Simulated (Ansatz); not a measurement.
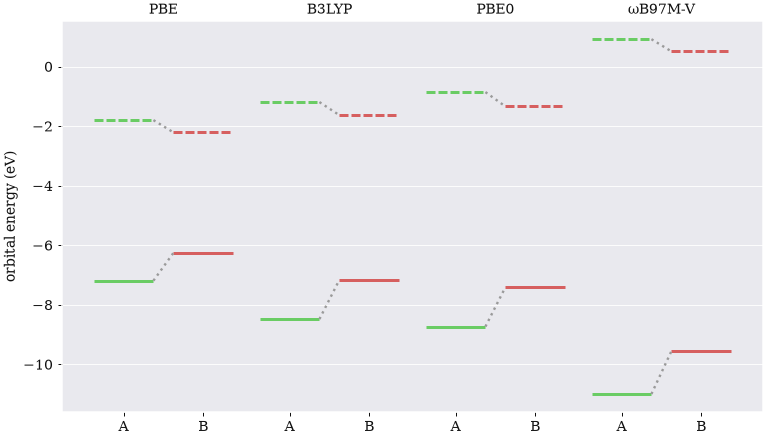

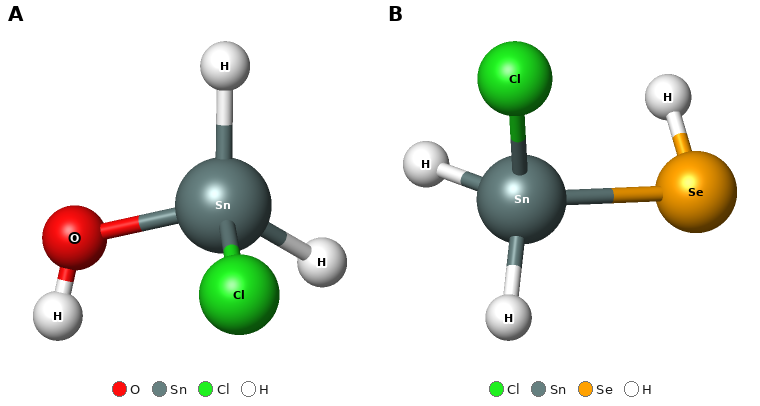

One change: A, SnH₃OCl (SMILES [OH][SnH2][Cl]), becomes B, SnH₃SeCl (SMILES [Cl][SnH2][SeH]). OH on Sn is replaced by SeH. HOMO (solid) and LUMO (dashed) computed in def2-TZVPP at PBE0-D4/def2-TZVP geometries, both minima by their frequencies, gas phase, the Ansatz code 0.2.0. Empty levels above zero depend strongly on the basis.

### What does the change do to HOMO and LUMO?

PBE: the HOMO rises by 0.93 eV, the LUMO falls by 0.41 eV, and the separation goes from 5.39 to 4.05 eV. B3LYP: the HOMO rises by 1.32 eV, the LUMO falls by 0.44 eV, and the separation goes from 7.29 to 5.53 eV. PBE0: the HOMO rises by 1.32 eV, the LUMO falls by 0.48 eV, and the separation goes from 7.87 to 6.07 eV. ωB97M-V: the HOMO rises by 1.44 eV, the LUMO falls by 0.41 eV, and the separation goes from 11.91 to 10.07 eV.

### Do the functionals agree on the effect?

They agree on the direction for both levels; the HOMO shift lies between 0.93 and 1.44 eV and the LUMO shift between −0.48 and −0.41 eV, while the separations themselves differ by up to 6.5 eV between functionals.

Known limits of this run: core potentials past krypton; spin-orbit coupling is left out, and with Sn it can shift these values.
